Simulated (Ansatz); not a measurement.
**Two runs on Si₂H₄O₂F₂**

System: Si₂H₄O₂F₂, SMILES O[SiH](F)[SiH](O)F.
Method of the first run: RKS SPW92/def2-TZVPP (Ansatz 0.2.0).

The geometry comes from this level: PBE0-D4/def2-TZVP. Text and figures count atoms from 1; the logs count them from 0 in places.

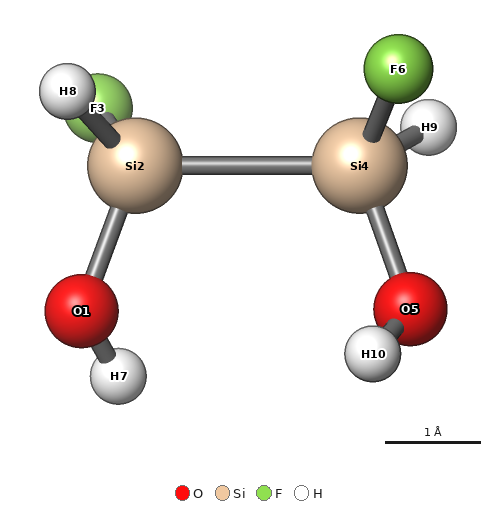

**Figure 1.** The structure as given in the input (ball-and-stick view, seen at a tilt; atoms are numbered from 1 in the order of the input).

The input, the first run:
```yaml
crystal:
  periodic: [false, false, false]
  atoms:
    - {symbol: O, position_ang: [-1.597385, 0.178147, -1.266288]}
    - {symbol: Si, position_ang: [0.028875, -0.025910, -1.264497]}
    - {symbol: F, position_ang: [0.423310, -1.404535, -1.978703]}
    - {symbol: Si, position_ang: [0.821733, -0.124327, 0.961809]}
    - {symbol: O, position_ang: [-0.413264, 0.151563, 2.003444]}
    - {symbol: F, position_ang: [1.953360, 0.998249, 1.121606]}
    - {symbol: H, position_ang: [-2.132162, -0.409797, -0.729721]}
    - {symbol: H, position_ang: [0.559456, 1.079152, -2.092924]}
    - {symbol: H, position_ang: [1.405116, -1.416336, 1.385312]}
    - {symbol: H, position_ang: [-0.965839, 0.922596, 1.862963]}
basis:
  gaussian: {orbitals: def2-TZVPP}
hamiltonian: {xc: lda}
output: {orbitals: {seedname: orbitals}}
```

Hardware: 4 CPU threads, shared host.

Output (the first run):
```
Functional definition: SPW92
  exchange = slater_x
  correlation = pw_c
1426 factors; their error is unknown
mean field evaluation 1: about -25218.9429 eV, gradient 9.4e1 eV
mean field evaluation 2: about -25140.9342 eV, gradient 2.2e2 eV
mean field evaluation 4: about -25231.6871 eV, gradient 2.1e1 eV
mean field evaluation 8: about -25232.3131 eV, gradient 2.1e-1 eV
mean field evaluation 16: about -25232.2793 eV, gradient 2.4e-4 eV
mean field -25232.27929129 eV, -927.2691609016 hartree, gradient 4.1e-5 eV, S^2 0.000000; 0 other end points of the search recorded, 0 dependent functions left out
reference -25232.27933112 eV, -927.2691623656 hartree; 33, 33 occupied and 231, 231 virtual orbitals, 1426 factors
Total energy: -25232.27933112 eV, -927.2691623656 hartree
```

For the second run the input was changed thus:
```diff
-hamiltonian: {xc: lda}
+correlation: {method: ccsd_t}
```

How does the second run compare with the first run?

The total energies belong to different methods, so their difference says nothing on which is more stable or more accurate. The HOMO goes from −6.82 to −11.25 eV. The LUMO goes from −1.80 to 2.36 eV.

Output (the second run):
```
Functional definition: HF
  exchange = exact_x
  correlation = 0
1622 factors; integrals over basis functions are off by at most 1.1e-3 eV
mean field evaluation 1: about -25279.1159 eV, gradient 5.9e1 eV
mean field evaluation 2: about -25279.4317 eV, gradient 5.9e1 eV
mean field evaluation 4: about -25285.4234 eV, gradient 3.4e0 eV
mean field evaluation 8: about -25285.5025 eV, gradient 3.4e-1 eV
mean field evaluation 16: about -25279.1145 eV, gradient 5.9e1 eV
mean field -25285.50281160 eV, -929.2250891970 hartree, gradient 6.9e-6 eV, S^2 0.000000; 0 other end points of the search recorded, 0 dependent functions left out
14 core orbitals not correlated: weight in the atoms' cores, before any rotation towards them, 1.000 or more for the frozen orbitals, at most 0.000 for the correlated occupied ones
reference -25285.50281160 eV, -929.2250891970 hartree; 19, 19 occupied and 231, 231 virtual orbitals, 1622 factors
second order -32.94654628 eV of doubles, -0.00000000 eV of singles
cycle   1  -32.77922122 eV  change    1.7e-1 eV  update   1.2e-1
cycle   2  -33.47858296 eV  change   -7.0e-1 eV  update   3.5e-2
cycle   3  -33.65147222 eV  change   -1.7e-1 eV  update   1.8e-2
cycle   4  -33.62817525 eV  change    2.3e-2 eV  update   3.9e-3
cycle   5  -33.62503901 eV  change    3.1e-3 eV  update   1.9e-3
cycle   6  -33.62675433 eV  change   -1.7e-3 eV  update   5.9e-4
cycle   7  -33.62657233 eV  change    1.8e-4 eV  update   2.1e-4
cycle   8  -33.62641428 eV  change    1.6e-4 eV  update   6.6e-5
cycle   9  -33.62642718 eV  change   -1.3e-5 eV  update   2.4e-5
perturbative correction -1.08028663 eV, -0.0396998014 hartree
Total energy: -25320.20952541 eV, -930.5005374044 hartree
```

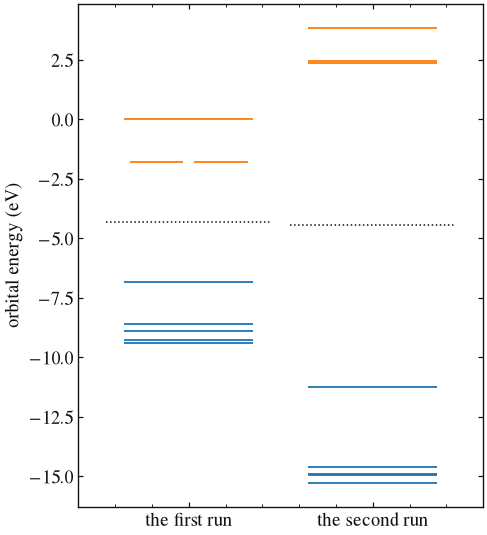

**Figure 2.** The five highest filled and three lowest empty orbital energies of the two runs; the dotted lines part filled from empty levels. The HOMO–LUMO gap is 5.02 eV in the first run and 13.62 eV in the second run.

The two runs side by side:

```csv
quantity,the first run,the second run
outcome,converged,converged
total energy (hartree),−927.269162,−930.500537
HOMO (eV),−6.82,−11.25
LUMO (eV),−1.80,2.36
basis functions,264,264
wall time (shared host),1.6 s,2.8 min
```
